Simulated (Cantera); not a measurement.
Input: 1 mol Si, 7.7 mol HCl, 0.18 mol N2, 3.7 mol HF, held at 26.0 mbar.

Cantera equilibrium calculation (NASA polynomials, part measured and part estimated; ideal gas, pure solids and liquids). Candidate condensed phases: NH4Cl, Si, Si3N4; 49 gas species. The tables' values for SiF3, SiCl3, SiF2 are old estimates; treat these amounts as uncertain. Kinetics and transport are ignored.

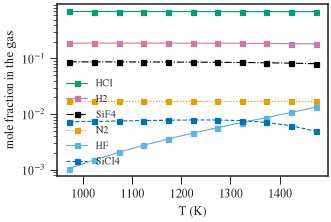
Equilibrium gas composition (values under 1e-9 drawn at 1e-9)

From 973 K to 1473 K nothing is condensed. The main Si-bearing gas is SiF4 throughout.
